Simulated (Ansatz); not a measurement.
**SiNH2F (SMILES N[Si]F): levels of theory compared**

Wanted: a comparison of 6 runs (UHF/STO-3G, B3LYP/STO-3G, BLYP/STO-3G, PBE/STO-3G, UPBE/STO-3G, CCSDT(Q)/STO-3G) of SiNH2F. 

Program for the calculation: Ansatz 0.2.0.

69 further runs of the same task are left out: 69 set aside as unsound or not needed.

**1. The molecule**

SiNH2F has 5 atoms, charge 0, and is taken as a singlet. SMILES: `N[Si]F`. The H4–N1 distance was set to 2.526 Å, away from the relaxed value. At this shape a bond of the SMILES string is far longer than usual.

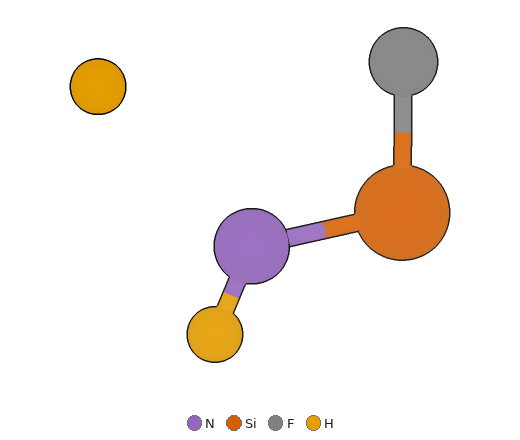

Viewed from a chosen angle; nitrogen purple, silicon orange, fluorine grey, hydrogen amber.

**2. A single-point energy at UHF/STO-3G (run 1)**

File input.yaml:

```yaml
crystal:
  periodic: [false, false, false]
  atoms:
    - {symbol: "N", position_ang: [-1.181343, -1.064137, -0.196401]}
    - {symbol: Si, position_ang: [-0.623943, -2.437837, 0.639799]}
    - {symbol: F, position_ang: [0.805357, -1.853037, 1.136199]}
    - {symbol: H, position_ang: [0.085400, 1.109600, -0.420900]}
    - {symbol: H, position_ang: [-2.075743, -1.045137, -0.661301]}
basis:
  gaussian:
    orbitals: STO-3G
total_charge: 0
magnetization:
  spin_polarized: true
  initial_magnetization: 0
hamiltonian:
  xc: hf
accuracy: high
```

The run is started by

```sh
$ ansatz run input.yaml --threads 1 --pin off --max-ram 2610MiB --events-out events.jsonl --progress --plain --runs-dir runs
```

Log:

```text
Warning: RAYON_NUM_THREADS=1 ignored (pool sized by the plan → 1); use --threads N
Functional definition: HF
  name "HF"
  exchange = exact_x
  correlation = 0
381 factors; integrals over basis functions are off by at most 2.8e-8 eV
mean field evaluation 1: about -11917.9817 eV, gradient 2.3e1 eV
mean field evaluation 2: about -11918.0392 eV, gradient 2.3e1 eV
mean field evaluation 4: about -11923.3703 eV, gradient 2.1e0 eV
mean field evaluation 8: about -11923.5568 eV, gradient 9.2e-2 eV
mean field evaluation 16: about -11923.5548 eV, gradient 5.2e-3 eV
mean field evaluation 32: about -11924.5085 eV, gradient 5.9e0 eV
mean field evaluation 64: about -11928.6343 eV, gradient 2.3e-4 eV
mean field evaluation 96: about -11928.6306 eV, gradient 1.0e-1 eV
mean field evaluation 128: about -11928.6289 eV, gradient 1.9e-1 eV
mean field evaluation 160: about -11928.5818 eV, gradient 1.0e0 eV
mean field evaluation 192: about -11928.6471 eV, gradient 6.3e-2 eV
mean field evaluation 224: about -11922.1726 eV, gradient 1.2e1 eV
mean field evaluation 256: about -11923.5548 eV, gradient 1.3e-2 eV
mean field -11928.63438431 eV, -438.3692281048 hartree, gradient 2.7e-8 eV, S^2 1.025445; 8 other end points of the search recorded, 0 dependent functions left out
reference -11928.63438431 eV, -438.3692281048 hartree; 16, 16 occupied and 5, 5 virtual orbitals, 381 factors
Total energy: -11928.63438431 eV, -438.3692281048 hartree
```

Wall time 0.62 s (1 thread of Arm Neoverse V1, shared host).

**3. A single-point energy at B3LYP/STO-3G (run 2)**

File job.yaml:

```yaml
crystal:
  periodic: [false, false, false]
  atoms:
    - {symbol: N, position_ang: [-1.181343, -1.064137, -0.196401]}
    - {symbol: Si, position_ang: [-0.623943, -2.437837, 0.639799]}
    - {symbol: F, position_ang: [0.805357, -1.853037, 1.136199]}
    - {symbol: H, position_ang: [0.085400, 1.109600, -0.420900]}
    - {symbol: H, position_ang: [-2.075743, -1.045137, -0.661301]}
basis:
  gaussian: {orbitals: STO-3G}
hamiltonian: {xc: {name: B3LYP}}
accuracy: high
```

The run is started by

```sh
$ ansatz run job.yaml --threads 1 --pin off --max-ram 2610MiB --events-out events.jsonl --progress --plain --runs-dir runs
```

Log:

```text
Warning: RAYON_NUM_THREADS=1 ignored (pool sized by the plan → 1); use --threads N
Functional definition: B3LYP
  name "B3LYP"
  parameter a0 = 0.2
  parameter ax = 0.72
  parameter ac = 0.81
  exchange = (1 - a0 - ax)*slater_x + ax*b88_x + a0*exact_x
  correlation = (1 - ac)*vwn_rpa_c + ac*lyp_c
381 factors; integrals over basis functions are off by at most 2.8e-8 eV
mean field evaluation 1: about -11943.6755 eV, gradient 5.0e1 eV
mean field evaluation 2: about -11869.6055 eV, gradient 1.4e2 eV
mean field evaluation 4: about -11949.1552 eV, gradient 4.0e1 eV
mean field evaluation 8: about -11953.6965 eV, gradient 2.0e1 eV
mean field evaluation 16: about -11959.2737 eV, gradient 1.6e-5 eV
mean field -11959.27374058 eV, -439.4952036795 hartree, gradient 1.2e-8 eV, S^2 0.000000; 0 other end points of the search recorded, 0 dependent functions left out
reference -11959.27376879 eV, -439.4952047162 hartree; 16, 16 occupied and 5, 5 virtual orbitals, 381 factors
Total energy: -11959.27376879 eV, -439.4952047162 hartree
```

Wall time 1.5 s (1 thread of Arm Neoverse V1, shared host); peak memory 0.096 GiB.

Runs 3 to 5 aren't shown in full; the table further down has their settings and results.

**4. The energy at CCSDT(Q)/STO-3G (run 6)**

File input.yaml:

```yaml
crystal:
  periodic: [false, false, false]
  atoms:
    - symbol: N
      position_ang: [-1.181343, -1.064137, -0.196401]
    - symbol: Si
      position_ang: [-0.623943, -2.437837, 0.639799]
    - symbol: F
      position_ang: [0.805357, -1.853037, 1.136199]
    - symbol: H
      position_ang: [0.085400, 1.109600, -0.420900]
    - symbol: H
      position_ang: [-2.075743, -1.045137, -0.661301]
basis:
  gaussian:
    orbitals: STO-3G
correlation:
  method: ccsdt_q
  frozen_orbitals: {F: 1, H: 0, "N": 1, Si: 5}
accuracy: high
scf:
  omitted_lower_state_checks: [cluster_reference, increment]
```

The run is started by

```sh
$ ansatz run input.yaml --threads 1 --pin off --max-ram 2610MiB --events-out events.jsonl --progress --plain --runs-dir runs
```

Log:

```text
Warning: RAYON_NUM_THREADS=1 ignored (pool sized by the plan → 1); use --threads N
[... 12 lines left out ...]
7 core orbitals not correlated: weight in the atoms' cores, before any rotation towards them, 1.000 or more for the frozen orbitals, at most 0.000 for the correlated occupied ones
[... 53 lines left out ...]
WARN: these amplitudes may be one of several solutions (largest doubles amplitude 0.73, level shift 9.42 eV)
Total energy: -11932.18495234 eV, -438.4997090732 hartree
Checks for a lower state left out: cluster_reference, increment
```

It took 0.64 s on 1 thread of Arm Neoverse V1, shared host.

**5. The series**

| run | level | frozen core orbitals | energy (Eh) | wall time |
| --- | --- | --- | --- | --- |
| 1 | UHF/STO-3G | – | -438.369228 | 0.62 s |
| 2 | B3LYP/STO-3G | – | -439.495205 | 1.5 s |
| 3 | BLYP/STO-3G | – | -439.450515 | 2.3 s |
| 4 | PBE/STO-3G | – | -439.208519 | 2 s |
| 5 | UPBE/STO-3G | – | -439.238049 | 4.8 s |
| 6 | CCSDT(Q)/STO-3G | 7 | -438.499709 | 0.64 s |

**6. Summary of results**

```
                                          quantity          value
                               run 6: total energy  -438.49971 Eh
run 6: correlation energy (7 core orbitals frozen)     -317.2 mEh
                              run 6: T1 diagnostic          0.037
```

Totals of different functionals can't be ranked against each other. In run 6 the log says that unrestricted orbitals would lower the reference, so the values rest on an unstable closed-shell determinant (other closed-shell runs at this shape may share the fault). In runs 1, 2, 3, 4, 5, 6 the basis is minimal, so the values are rough. In runs 2, 3, 4 a closed-shell determinant meets a far-stretched bond, which it describes badly. Spin contamination of the reference: run 1 ⟨S²⟩ = 1.03, run 5 ⟨S²⟩ = 0.93. Where it is this large, the reference is a mixture of spin states, and values that rest on it are in doubt. All runs together took 12 s, the longest 4.8 s.
